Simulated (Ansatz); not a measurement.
# H9N2PSi: search for a transition state, part 1 of 2

Is there a first-order saddle for this four-centre ligand exchange, which should form Si1–P7, N2–H6 and break Si1–N2, H6–P7, and which two structures does it connect?

Computed with Ansatz 0.2.0, Gaussian basis. Level: PBE0-D4, def2-SVP first, then def2-TZVP.

152 further runs of the same task are left out: 152 set aside as unsound or not needed.

### Step 1. The system as given

The guess: 13 atoms, charge 0, spin multiplicity 1.

Atoms are counted from 1 here; the program's logs count them from 0.

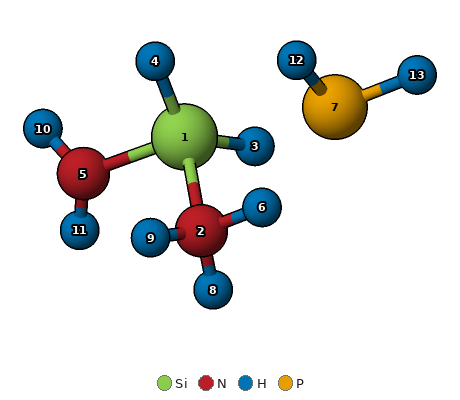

The starting geometry (silicon green, nitrogen red, hydrogen blue, phosphorus amber); atoms are numbered from 1 in the order of the file.

As a file:

```
Si   -0.2975    0.5535    0.5348
N     0.5688   -1.0298    0.0824
H    -1.7015    0.1892    0.6276
H     0.3678    1.6354   -0.1598
N     0.4206    0.7156    2.1151
H     0.2307   -1.1308   -0.9689
P    -0.7891   -0.1514   -2.1980
H     0.2743   -1.8372    0.6191
H     1.5779   -0.9479    0.1306
H     0.4504    1.6322    2.5291
H     0.2285    0.0402    2.8399
H     0.2096    0.5436   -2.8200
H    -1.5404   -0.2125   -3.3319
```

Distances that are to change: Si1–P7 2.86 Å, N2–H6 1.11 Å, Si1–N2 1.86 Å, H6–P7 1.87 Å.

### Step 2. Relaxing the guess with the reacting distances held

hold/in.yaml

```yaml
crystal:
  periodic: [false, false, false]
  atoms:
    - {symbol: Si, position_ang: [-0.297500, 0.553500, 0.534800]}
    - {symbol: N, position_ang: [0.568800, -1.029800, 0.082400]}
    - {symbol: H, position_ang: [-1.701500, 0.189200, 0.627600]}
    - {symbol: H, position_ang: [0.367800, 1.635400, -0.159800]}
    - {symbol: N, position_ang: [0.420600, 0.715600, 2.115100]}
    - {symbol: H, position_ang: [0.230700, -1.130800, -0.968900]}
    - {symbol: P, position_ang: [-0.789100, -0.151400, -2.198000]}
    - {symbol: H, position_ang: [0.274300, -1.837200, 0.619100]}
    - {symbol: H, position_ang: [1.577900, -0.947900, 0.130600]}
    - {symbol: H, position_ang: [0.450400, 1.632200, 2.529100]}
    - {symbol: H, position_ang: [0.228500, 0.040200, 2.839900]}
    - {symbol: H, position_ang: [0.209600, 0.543600, -2.820000]}
    - {symbol: H, position_ang: [-1.540400, -0.212500, -3.331900]}
basis:
  gaussian: {orbitals: def2-SVP}
hamiltonian: {xc: pbe0, dispersion: d4}
relax: {f_tol: 0.04, max_steps: 150, escape_saddle: false, constraints: [{distance: [0, 6]}, {distance: [1, 5]}, {distance: [0, 1]}, {distance: [5, 6]}]}
```

The run is started by

```bash
$ ansatz run in.yaml --threads 8 --pin off --events-out ev --progress --plain --max-ram 19148MiB
```

The program printed, cut to the lines that bear on the results:

```text
Functional definition: PBE0
  name "PBE0"
  cite "Adamo & Barone, J. Chem. Phys. 110, 6158 (1999) doi:10.1063/1.478522"
  cite "Perdew, Burke & Ernzerhof, Phys. Rev. Lett. 77, 3865 (1996) doi:10.1103/PhysRevLett.77.3865"
  parent pbe
[...]
1158 factors; integrals over basis functions are off by at most 5.5e-4 eV
[...]
mean field -20273.80141936 eV, -745.0484600853 hartree, gradient 2.0e-5 eV, S^2 0.000000; 0 other end points of the search recorded, 0 dependent functions left out
[...]
reference -20273.80144721 eV, -745.0484611088 hartree; 26, 26 occupied and 83, 83 virtual orbitals, 1158 factors
relax step   1: F+E_penalty+E_count = -20274.03706072 eV  Δ(F+E_penalty+E_count) = +0.000e0 eV  max|allowed force component| = 1.208e0 eV/Å  Δτ_max = 0.0000 Å  (26 SCF iters, accepted)
[...]
relax step   3: F+E_penalty+E_count = -20274.23472626 eV  Δ(F+E_penalty+E_count) = -1.041e-2 eV  max|allowed force component| = 6.622e-1 eV/Å  Δτ_max = 0.1814 Å  (27 SCF iters, accepted)
[...]
relax step   5: F+E_penalty+E_count = -20274.32928895 eV  Δ(F+E_penalty+E_count) = -1.877e-2 eV  max|allowed force component| = 2.661e-1 eV/Å  Δτ_max = 0.2000 Å  (26 SCF iters, accepted)
[...]
relax step   7: F+E_penalty+E_count = -20274.33890294 eV  Δ(F+E_penalty+E_count) = -3.239e-3 eV  max|allowed force component| = 4.755e-1 eV/Å  Δτ_max = 0.2000 Å  (28 SCF iters, accepted)
[...]
mean field -20274.12347511 eV, -745.0602954159 hartree, gradient 2.2e-5 eV, S^2 0.000000; 1 other end points of the search recorded, 0 dependent functions left out
[...]
reference -20274.12350367 eV, -745.0602964655 hartree; 26, 26 occupied and 83, 83 virtual orbitals, 1158 factors
Total energy: -20274.35511788 eV, -745.0688081304 hartree
Atom 0 at    -0.199236     0.511268     0.506891 Å, force    -0.333355     0.491392     0.044678 eV/Å
Atom 1 at     0.690314    -1.055709     0.042920 Å, force     0.431700    -0.505754     0.351922 eV/Å
Atom 2 at    -1.642605     0.161504     0.552910 Å, force    -0.000128    -0.000568     0.002487 eV/Å
Atom 3 at     0.608982     1.612925    -0.079073 Å, force    -0.003636    -0.008987    -0.004560 eV/Å
Atom 4 at     0.146924     0.705604     2.203295 Å, force     0.006994     0.007753    -0.003671 eV/Å
Atom 5 at     0.443380    -1.087145    -1.037718 Å, force     0.206358    -0.358276    -0.095324 eV/Å
Atom 6 at    -0.559224    -0.094010    -2.269941 Å, force    -0.298275     0.380504    -0.291518 eV/Å
Atom 7 at     0.333696    -1.882021     0.527193 Å, force    -0.001322     0.005347    -0.005634 eV/Å
Atom 8 at     1.698728    -1.012475     0.202305 Å, force    -0.000423    -0.000963     0.001275 eV/Å
Atom 9 at     0.878002     1.312433     2.554214 Å, force    -0.005577    -0.002911    -0.004831 eV/Å
Atom 10 at    -0.502139     0.433065     2.931282 Å, force     0.002209    -0.000074     0.001209 eV/Å
Atom 11 at    -0.079231     0.793800    -3.273671 Å, force    -0.001903    -0.009468    -0.001310 eV/Å
Atom 12 at    -1.817491    -0.399139    -2.860608 Å, force    -0.002642     0.002005     0.005276 eV/Å
Dipole moment:     0.506525    -0.357383     1.031731 e Å
```

It took 11 s on 8 threads of Arm Neoverse V2, shared host.

The steps of the relaxation: (the energy doesn't fall at every step)

| step | energy from step 1 (eV) | largest force component (eV/Å) |
| --- | --- | --- |
| 1 | 0.0000 | 1.2076 |
| 2 | -0.1873 | 0.5213 |
| 3 | -0.1977 | 0.6622 |
| 4 | -0.2735 | 0.4814 |
| 5 | -0.2922 | 0.2661 |
| 6 | -0.2986 | 0.2849 |
| 7 | -0.3018 | 0.4755 |
| 8 | -0.2726 | 1.3406 |
| 9 | -0.3174 | 0.0465 |
| 10 | -0.3179 | 0.0438 |
| 11 | -0.3180 | 0.0223 |

Close pairs (by a distance rule), those that changed most:

| bond | before (Å) | after (Å) | change (Å) |
| --- | --- | --- | --- |
| P7–H13 | 1.362 | 1.423 | +0.062 |
| P7–H12 | 1.366 | 1.423 | +0.057 |
| Si1–H4 | 1.448 | 1.487 | +0.039 |
| Si1–H3 | 1.453 | 1.486 | +0.032 |
| N2–H8 | 1.013 | 1.022 | +0.009 |
| N2–H9 | 1.014 | 1.022 | +0.008 |
| N5–H10 | 1.006 | 1.013 | +0.007 |
| N5–H11 | 1.009 | 1.013 | +0.004 |

### Step 3. A starting Hessian

hessian/in.yaml

```yaml
crystal:
  periodic: [false, false, false]
  atoms:
    - {symbol: Si, position_ang: [-0.199236, 0.511268, 0.506891]}
    - {symbol: N, position_ang: [0.690314, -1.055709, 0.042920]}
    - {symbol: H, position_ang: [-1.642605, 0.161504, 0.552910]}
    - {symbol: H, position_ang: [0.608982, 1.612925, -0.079073]}
    - {symbol: N, position_ang: [0.146924, 0.705604, 2.203295]}
    - {symbol: H, position_ang: [0.443380, -1.087145, -1.037718]}
    - {symbol: P, position_ang: [-0.559224, -0.094010, -2.269941]}
    - {symbol: H, position_ang: [0.333696, -1.882021, 0.527193]}
    - {symbol: H, position_ang: [1.698728, -1.012475, 0.202305]}
    - {symbol: H, position_ang: [0.878002, 1.312433, 2.554214]}
    - {symbol: H, position_ang: [-0.502139, 0.433065, 2.931282]}
    - {symbol: H, position_ang: [-0.079231, 0.793800, -3.273671]}
    - {symbol: H, position_ang: [-1.817491, -0.399139, -2.860608]}
basis:
  gaussian: {orbitals: def2-SVP}
hamiltonian: {xc: pbe0, dispersion: d4}
phonons: {}
scf: {lower_state_search: off}
```

The run is started by

```bash
$ ansatz run in.yaml --threads 8 --pin off --events-out ev --progress --plain --max-ram 19148MiB
```

The program printed, cut to the lines that bear on the results:

```text
[... 5 set-up lines as earlier in the session ...]
[...]
1159 factors; integrals over basis functions are off by at most 6.0e-4 eV
[...]
mean field -20274.12347943 eV, -745.0602955744 hartree, gradient 3.3e-6 eV, S^2 0.000000; 0 other end points of the search recorded, 0 dependent functions left out
[...]
reference -20274.12350793 eV, -745.0602966218 hartree; 26, 26 occupied and 83, 83 virtual orbitals, 1159 factors
[... from here to the last solve, the lines of the solves are left out (77 solves) ...]
1159 factors; integrals over basis functions are off by at most 6.0e-4 eV
mean field -20274.12346205 eV, -745.0602949358 hartree, gradient 1.4e-6 eV, S^2 0.000000; 0 other end points of the search recorded, 0 dependent functions left out
[...]
reference -20274.12349055 eV, -745.0602959832 hartree; 26, 26 occupied and 83, 83 virtual orbitals, 1159 factors
[...]
WARN: phonons: 1 mode above zero is a rigid motion of the cell's bodies and no vibration: the zero-point energy, free energy, entropy and heat capacity leave it out. With what each would have added to F at 1000 K, by the weight of its row in the mesh: 0.02 cm⁻¹ (-0.922 eV; rigid weight [...]
WARN: phonons: modes at or below zero, which the zero-point energy, F, S and C_V leave out: 2, the lowest at -260.80 cm⁻¹. A minimum has none, and a first-order saddle one
[...]
Atom 5 at     0.443380    -1.087145    -1.037718 Å, force     0.206356    -0.358275    -0.095340 eV/Å
Atom 6 at    -0.559224    -0.094010    -2.269941 Å, force    -0.298308     0.380497    -0.291490 eV/Å
Atom 7 at     0.333696    -1.882021     0.527193 Å, force    -0.001346     0.005327    -0.005612 eV/Å
Atom 8 at     1.698728    -1.012475     0.202305 Å, force    -0.000414    -0.000908     0.001313 eV/Å
Atom 9 at     0.878002     1.312433     2.554214 Å, force    -0.005603    -0.002907    -0.004821 eV/Å
Atom 10 at    -0.502139     0.433065     2.931282 Å, force     0.002219    -0.000081     0.001189 eV/Å
Atom 11 at    -0.079231     0.793800    -3.273671 Å, force    -0.001892    -0.009474    -0.001312 eV/Å
Atom 12 at    -1.817491    -0.399139    -2.860608 Å, force    -0.002649     0.002012     0.005259 eV/Å
Dipole moment:     0.506526    -0.357382     1.031729 e Å
Vibrations: -260.80 -66.04 123.72 132.52 221.89 229.86 266.39 324.19 429.39 437.23 537.63 623.84 705.14 708.59 797.86 864.44 881.85 929.30 977.66 1040.59 1282.74 1535.09 1540.80 1555.10 2141.32 2226.19 2278.72 2426.62 2448.44 3514.67 3606.10 3616.11 3722.74 cm⁻¹, zero-point energy 2.611525 eV
Checks for a lower state left out: stability, starts, cluster_reference, orbital_swaps, neighbouring_geometries, increment
```

It took 41 s on 8 threads of Arm Neoverse V2, shared host.

The structure is not stationary yet, so these wavenumbers are no spectrum; the search needs only the force constants.

### Step 4. Saddle search in the small basis

A small driver takes partitioned rational-function steps: uphill along one mode, downhill along the rest. It calls the program once a step for energy and forces and updates the Hessian by Bofill's formula. It stops when the largest force is under 0.04 eV/Å and the followed curvature is negative. The first step's input:

presaddle/in.yaml

```yaml
crystal:
  periodic: [false, false, false]
  atoms:
    - {symbol: Si, position_ang: [-0.199236, 0.511268, 0.506891]}
    - {symbol: N, position_ang: [0.690314, -1.055709, 0.042920]}
    - {symbol: H, position_ang: [-1.642605, 0.161504, 0.552910]}
    - {symbol: H, position_ang: [0.608982, 1.612925, -0.079073]}
    - {symbol: N, position_ang: [0.146924, 0.705604, 2.203295]}
    - {symbol: H, position_ang: [0.443380, -1.087145, -1.037718]}
    - {symbol: P, position_ang: [-0.559224, -0.094010, -2.269941]}
    - {symbol: H, position_ang: [0.333696, -1.882021, 0.527193]}
    - {symbol: H, position_ang: [1.698728, -1.012475, 0.202305]}
    - {symbol: H, position_ang: [0.878002, 1.312433, 2.554214]}
    - {symbol: H, position_ang: [-0.502139, 0.433065, 2.931282]}
    - {symbol: H, position_ang: [-0.079231, 0.793800, -3.273671]}
    - {symbol: H, position_ang: [-1.817491, -0.399139, -2.860608]}
basis:
  gaussian: {orbitals: def2-SVP}
hamiltonian: {xc: pbe0, dispersion: d4}
output: {forces: true}
scf: {lower_state_search: off}
```

The run is started by

```bash
$ ansatz run in.yaml --threads 8 --pin off --events-out ev --progress --plain --max-ram 19148MiB
```

Step by step:

| step | energy (eV) | largest force (eV/Å) | followed curvature (eV/Å²) |
| --- | --- | --- | --- |
| 1 | -20274.35512 | 0.5057 | -0.65 |
| 2 | -20274.38320 | 0.6581 | -0.80 |
| 3 | -20274.38854 | 0.2423 | -1.14 |
| 4 | -20274.39275 | 0.0627 | -1.10 |
| 5 | -20274.39338 | 0.0962 | -1.10 |
| 6 | -20274.39365 | 0.0747 | -1.10 |
| 7 | -20274.39389 | 0.0484 | -1.08 |
| 8 | -20274.39381 | 0.0626 | -1.08 |
| 9 | -20274.39397 | 0.0405 | -1.07 |
| 10 | -20274.39412 | 0.0141 | -1.08 |

The 10 steps took 5.8 s in all (8 threads of Arm Neoverse V2, shared host).

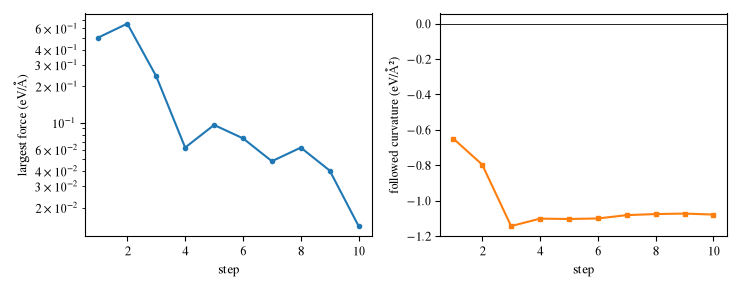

Largest force and followed curvature during the search.

### Step 5. Saddle search in triple zeta

The search itself is an outer loop (partitioned rational-function steps, Bofill update of the Hessian). Each step is one single-point run with forces. It stops when the largest force is under 0.018 eV/Å and the followed curvature is negative. The first step's input:

saddle/in.yaml

```yaml
crystal:
  periodic: [false, false, false]
  atoms:
    - {symbol: Si, position_ang: [-0.193828, 0.532618, 0.559170]}
    - {symbol: N, position_ang: [0.698073, -1.059881, 0.046527]}
    - {symbol: H, position_ang: [-1.630107, 0.169430, 0.546554]}
    - {symbol: H, position_ang: [0.607957, 1.616081, -0.056009]}
    - {symbol: N, position_ang: [0.128272, 0.736426, 2.248784]}
    - {symbol: H, position_ang: [0.417465, -1.087307, -1.051848]}
    - {symbol: P, position_ang: [-0.632145, 0.027891, -2.276557]}
    - {symbol: H, position_ang: [0.357442, -1.888811, 0.537847]}
    - {symbol: H, position_ang: [1.711545, -1.011584, 0.169159]}
    - {symbol: H, position_ang: [0.888386, 1.299112, 2.610589]}
    - {symbol: H, position_ang: [-0.492184, 0.411015, 2.979961]}
    - {symbol: H, position_ang: [-0.049241, 0.694557, -3.391277]}
    - {symbol: H, position_ang: [-1.811534, -0.439447, -2.922900]}
basis:
  gaussian: {orbitals: def2-TZVP}
hamiltonian: {xc: pbe0, dispersion: d4}
output: {forces: true}
scf: {lower_state_search: off}
```

The run is started by

```bash
$ ansatz run in.yaml --threads 8 --pin off --events-out ev --progress --plain --max-ram 19148MiB
```

The driver's record:

| step | energy (eV) | largest force (eV/Å) | followed curvature (eV/Å²) |
| --- | --- | --- | --- |
| 1 | -20284.15868 | 0.2912 | -1.08 |
| 2 | -20284.17580 | 0.1222 | -1.07 |
| 3 | -20284.17762 | 0.0456 | -1.08 |
| 4 | -20284.17796 | 0.0297 | -1.07 |
| 5 | -20284.17805 | 0.0090 | -1.04 |

The 5 steps took 6 s in all (8 threads of Arm Neoverse V2, shared host).

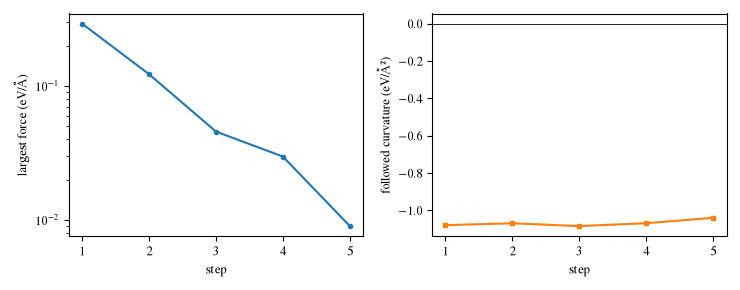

Largest force and followed curvature during the search.

The point found:

| atom | x (Å) | y (Å) | z (Å) |
| --- | --- | --- | --- |
| Si1 | -0.1663 | 0.5280 | 0.5632 |
| N2 | 0.7112 | -1.0481 | 0.0516 |
| H3 | -1.5972 | 0.1902 | 0.4927 |
| H4 | 0.6274 | 1.6104 | -0.0404 |
| N5 | 0.1168 | 0.7084 | 2.2482 |
| H6 | 0.4170 | -1.0909 | -1.0191 |
| P7 | -0.6391 | 0.0680 | -2.2801 |
| H8 | 0.3894 | -1.8660 | 0.5618 |
| H9 | 1.7215 | -0.9887 | 0.1470 |
| H10 | 0.8598 | 1.2692 | 2.6292 |
| H11 | -0.5310 | 0.3985 | 2.9525 |
| H12 | -0.0672 | 0.6234 | -3.4494 |
| H13 | -1.8424 | -0.4023 | -2.8574 |

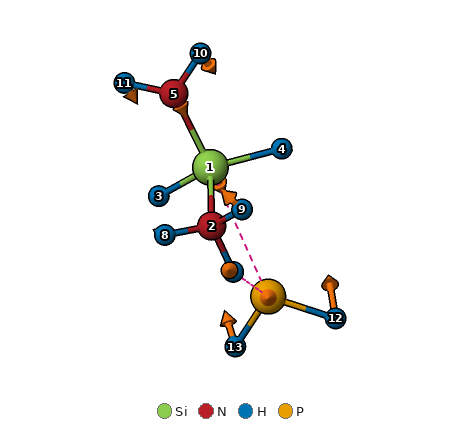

The point found; broken lines mark the pairs that react, arrows the followed mode.

### Step 6. Checking the order of the point

vib/in.yaml

```yaml
crystal:
  periodic: [false, false, false]
  atoms:
    - {symbol: Si, position_ang: [-0.166252, 0.528009, 0.563211]}
    - {symbol: N, position_ang: [0.711240, -1.048078, 0.051595]}
    - {symbol: H, position_ang: [-1.597204, 0.190209, 0.492749]}
    - {symbol: H, position_ang: [0.627392, 1.610401, -0.040355]}
    - {symbol: N, position_ang: [0.116805, 0.708413, 2.248232]}
    - {symbol: H, position_ang: [0.417004, -1.090865, -1.019120]}
    - {symbol: P, position_ang: [-0.639051, 0.068043, -2.280060]}
    - {symbol: H, position_ang: [0.389436, -1.865992, 0.561751]}
    - {symbol: H, position_ang: [1.721451, -0.988749, 0.146995]}
    - {symbol: H, position_ang: [0.859802, 1.269155, 2.629211]}
    - {symbol: H, position_ang: [-0.530951, 0.398479, 2.952531]}
    - {symbol: H, position_ang: [-0.067210, 0.623416, -3.449380]}
    - {symbol: H, position_ang: [-1.842362, -0.402341, -2.857360]}
basis:
  gaussian: {orbitals: def2-TZVP}
hamiltonian: {xc: pbe0, dispersion: d4}
phonons: {temperatures: {t_min: 298.15, t_max: 900, t_step: 200}}
```

The run is started by

```bash
$ ansatz run in.yaml --threads 8 --pin off --events-out ev --progress --plain --max-ram 19148MiB
```

The program printed, cut to the lines that bear on the results:

```text
[... 5 set-up lines as earlier in the session ...]
[...]
1256 factors; their error is unknown
[...]
mean field -20283.94885456 eV, -745.4213714506 hartree, gradient 1.5e-5 eV, S^2 0.000000; 0 other end points of the search recorded, 0 dependent functions left out
[...]
reference -20283.94889054 eV, -745.4213727728 hartree; 26, 26 occupied and 164, 164 virtual orbitals, 1256 factors
[... from here to the last solve, the lines of the solves are left out (77 solves) ...]
1256 factors; their error is unknown
mean field -20283.94885299 eV, -745.4213713930 hartree, gradient 2.0e-6 eV, S^2 0.000000; 0 other end points of the search recorded, 0 dependent functions left out
[...]
WARN: phonons: modes at or below zero, which the zero-point energy, F, S and C_V leave out: 1, the lowest at -301.13 cm⁻¹. A minimum has none, and a first-order saddle one
[...]
Atom 5 at     0.417004    -1.090865    -1.019120 Å, force     0.002011     0.000568     0.003220 eV/Å
Atom 6 at    -0.639051     0.068043    -2.280060 Å, force    -0.003749     0.008994    -0.005069 eV/Å
Atom 7 at     0.389436    -1.865992     0.561751 Å, force    -0.000594    -0.001024     0.000262 eV/Å
Atom 8 at     1.721451    -0.988749     0.146995 Å, force    -0.000821    -0.000228    -0.001063 eV/Å
Atom 9 at     0.859802     1.269155     2.629211 Å, force    -0.000150     0.000154    -0.000815 eV/Å
Atom 10 at    -0.530951     0.398479     2.952531 Å, force     0.001378     0.000663     0.000778 eV/Å
Atom 11 at    -0.067210     0.623416    -3.449380 Å, force    -0.000289    -0.004283     0.003439 eV/Å
Atom 12 at    -1.842362    -0.402341    -2.857360 Å, force     0.004152    -0.001932    -0.001789 eV/Å
Dipole moment:     0.592046    -0.402252     1.229550 e Å
Vibrations: -301.13 60.37 124.82 167.39 213.62 235.82 265.98 326.30 335.91 404.72 547.53 578.29 707.41 747.11 811.42 863.12 901.56 904.94 951.79 1065.91 1233.82 1560.30 1579.34 1580.40 2063.09 2266.83 2312.23 2422.09 2440.82 3493.75 3584.09 3615.33 3716.09 cm⁻¹, zero-point energy 2.608764 eV
```

Wall time 82 s (8 threads of Arm Neoverse V2, shared host).

Wavenumbers and character of the modes:

| mode | wavenumber (cm⁻¹) | character |
| --- | --- | --- |
| 1 | 301i | changes Si1–P7, N2–H6, H6–P7 |
| 2 | 60 | torsion |
| 3 | 125 | bend |
| 4 | 167 | torsion |
| 5 | 214 | not assigned (largely outside the bonds, angles and torsions drawn) |
| 6 | 236 | torsion with bend |
| 7 | 266 | torsion |
| 8 | 326 | not assigned (largely outside the bonds, angles and torsions drawn) |
| 9 | 336 | not assigned (largely outside the bonds, angles and torsions drawn) |
| 10 | 405 | not assigned (largely outside the bonds, angles and torsions drawn) |
| 11 | 548 | bend with torsion |
| 12 | 578 | Si–N stretch |
| 13 | 707 | bend |
| 14 | 747 | torsion with bend |
| 15 | 811 | Si–N stretch with bend |
| 16 | 863 | Si–N stretch with bend |
| 17 | 902 | bend with torsion |
| 18 | 905 | bend |
| 19 | 952 | bend with torsion |
| 20 | 1066 | bend |
| 21 | 1234 | bend |
| 22 | 1560 | bend |
| 23 | 1579 | bend |
| 24 | 1580 | bend |
| 25 | 2063 | N–H stretch |
| 26 | 2267 | Si–H stretch |
| 27 | 2312 | Si–H stretch |
| 28 | 2422 | P–H stretch |
| 29 | 2441 | P–H stretch |
| 30 | 3494 | N–H stretch |
| 31 | 3584 | N–H stretch |
| 32 | 3615 | N–H stretch |
| 33 | 3716 | N–H stretch |

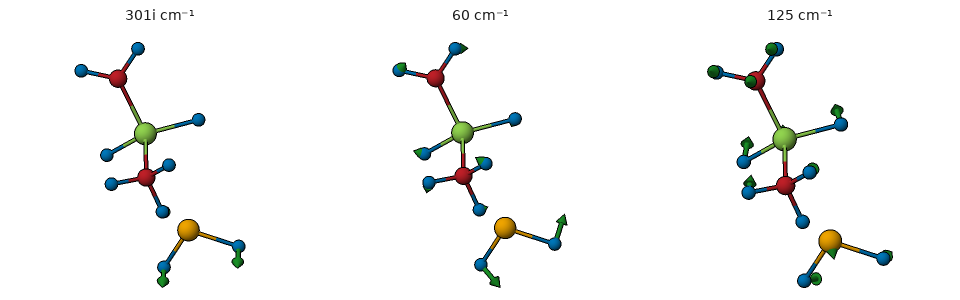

Displacements of 3 modes, as arrows.

Vibrational sums (real modes only):

| T (K) | entropy (J/mol/K) | heat capacity (J/mol/K) |
| --- | --- | --- |
| 298 | 89.3 | 95.8 |
| 498 | 148.7 | 136.6 |
| 698 | 199.6 | 164.7 |
| 898 | 243.7 | 185.5 |

(Continued in part 2 of 2.)
